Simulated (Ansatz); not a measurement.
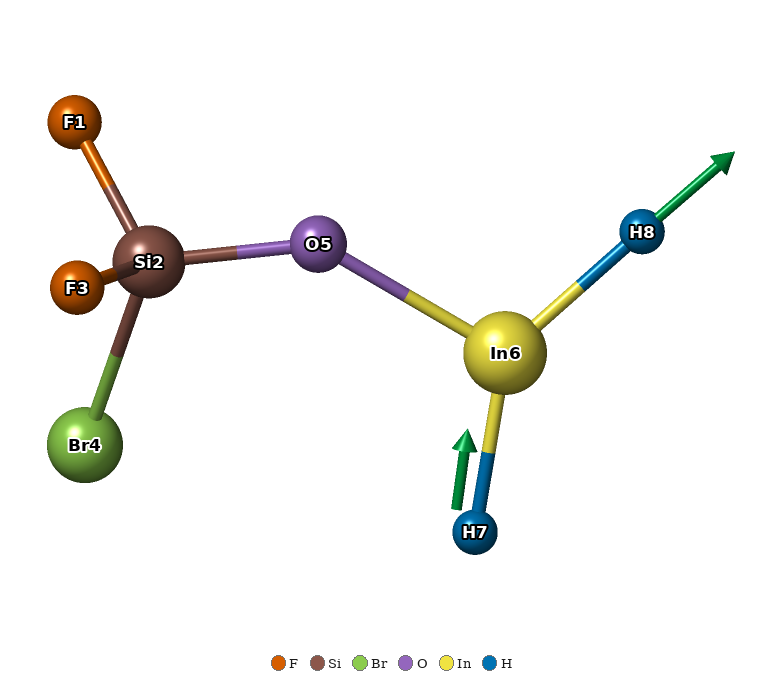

The arrows show one normal mode. Harmonic vibrations computed with RKS PBE0-D4/def2-TZVP, core potentials on In (Ansatz 0.2.0) at a stationary point of the same level.

> Describe the motion.

Mostly out-of-phase stretching of 2 In–H bonds.

> At what wavenumber does it lie?

1917 cm⁻¹; it is mode 18 of 18 counted from the lowest.
